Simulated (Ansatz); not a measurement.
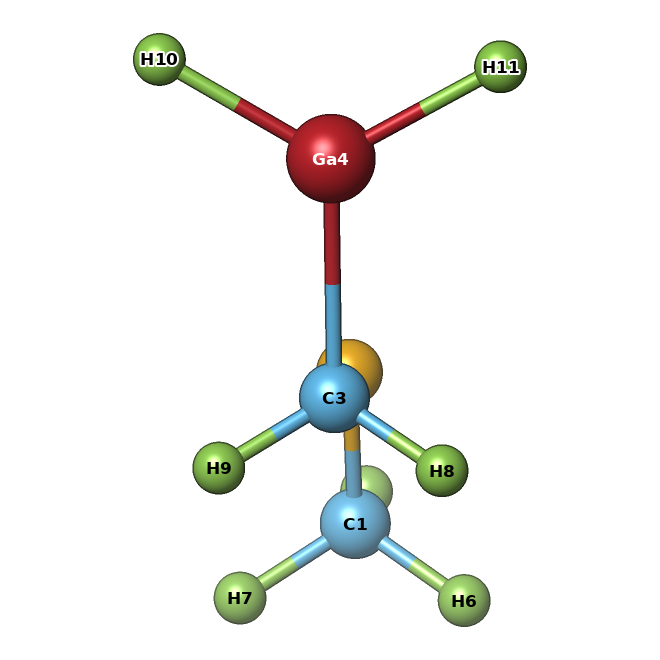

O2 lies behind C3. The molecule seen nearly along the C3–O2 bond, C3 in front. Depth is shown by fading: the farther an atom, the more it takes the colour of the background. The computed structure is the end point of a PBE0-D4/def2-TZVP optimisation.

> What is the torsion angle Ga4–C3–O2–C1? The sign is positive where the front bond must turn clockwise to cover the back bond.

180°, antiperiplanar (anti).
